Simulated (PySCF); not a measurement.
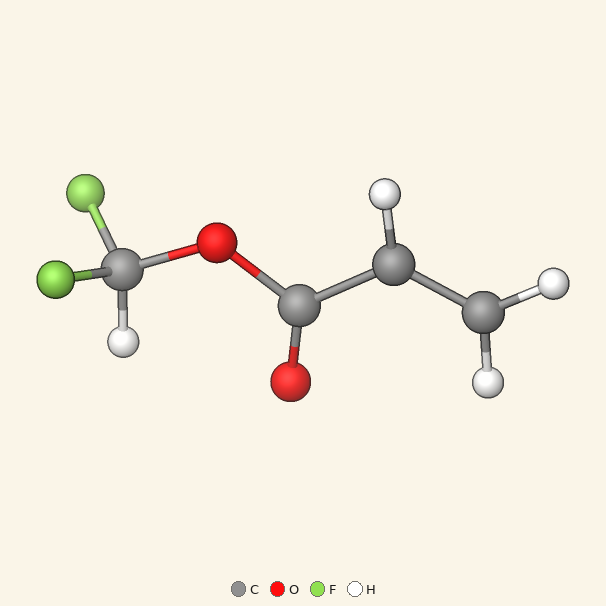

A ball-and-stick model of a molecule. Every bond is drawn as one stick, whatever its order.

The geometry was computed by an optimisation with GFN2-xTB. No frequency run is at hand to confirm it as a minimum.

Describe the molecule.

Formula C4H4F2O2. As SMILES it reads `C=CC(=O)OC(F)F`. It has no ring. Among its groups: ester, alkene, C–F bond. Coordination: 3 C trigonal planar; 1 O bent; 1 C tetrahedral.

More results for the same structure follow; atom numbers are the same in all pictures, views and colours differ.

Geometry

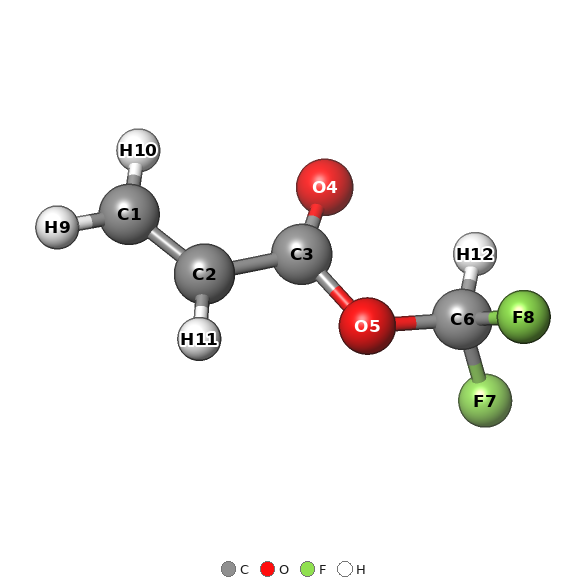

The atoms are numbered. No frequency run is at hand to confirm it as a minimum.

What are the angles C1–C2–C3, C1–C2–H11, C2–C1–H9, C2–C1–H10, C2–C3–O5, C3–O5–C6, O4–C3–O5, O5–C6–F7, O5–C6–H12, F7–C6–F8, F7–C6–H12, F8–C6–H12?

| angle | degrees |
| --- | --- |
| C1–C2–C3 | 120.9 |
| C1–C2–H11 | 123.4 |
| C2–C1–H9 | 122.1 |
| C2–C1–H10 | 120.5 |
| C2–C3–O5 | 110.0 |
| C3–O5–C6 | 118.0 |
| O4–C3–O5 | 122.6 |
| O5–C6–F7 | 109.5 |
| O5–C6–H12 | 113.0 |
| F7–C6–F8 | 106.3 |
| F7–C6–H12 | 109.1 |
| F8–C6–H12 | 109.2 |

Electronic properties

No frequency run is at hand to confirm it as a minimum. Properties computed with B3LYP/pcJ-1, gas phase (PySCF 2.14.0).

**What is the HOMO–LUMO gap?**

6.34 eV.

**What is the HOMO energy (Kohn–Sham orbital)?**

−8.66 eV.

**Estimate the dipole moment.**

3.00 D.

Spin–spin coupling

No frequency run is at hand to confirm it as a minimum. Level of theory: B3LYP/pcJ-1 indirect spin-spin coupling, non-relativistic, gas phase (PySCF 2.14.0). Isotopes: 13C, 19F, 1H, 17O.

Give the spin–spin coupling constants of these pairs, with the number of bonds between them: C6/F7, O5/F7, F7/H12, C3/F8.

| pair | bonds apart | J (Hz) |
| --- | --- | --- |
| C6, F7 | 1 | −320.3 |
| O5, F7 | 2 | −29.5 |
| F7, H12 | 2 | 77.0 |
| C3, F8 | 3 | 1.8 |

Density functionals are unreliable for couplings to fluorine, so those rows may be far off.

Quadrupole coupling

No frequency run is at hand to confirm it as a minimum. Electric field gradients from the ground-state density, B3LYP/pcJ-1 (PySCF 2.14.0), non-relativistic apart from any core potentials.

Give the largest field-gradient component, the quadrupole coupling constant and the asymmetry for 17O at O4 (Q = −25.6 mb), 17O at O5 (Q = −25.6 mb), 2H at H9 (Q = 2.86 mb), 2H at H10 (Q = 2.86 mb), 2H at H11 (Q = 2.86 mb), 2H at H12 (Q = 2.86 mb).

```tsv
atom	V_zz (a.u.)	e²qQ/h (MHz)	η
O4	−1.527	9.18	0.18
O5	1.680	−10.10	0.39
H9	0.322	0.216	0.02
H10	0.313	0.211	0.02
H11	0.313	0.211	0.08
H12	0.238	0.160	0.00
```
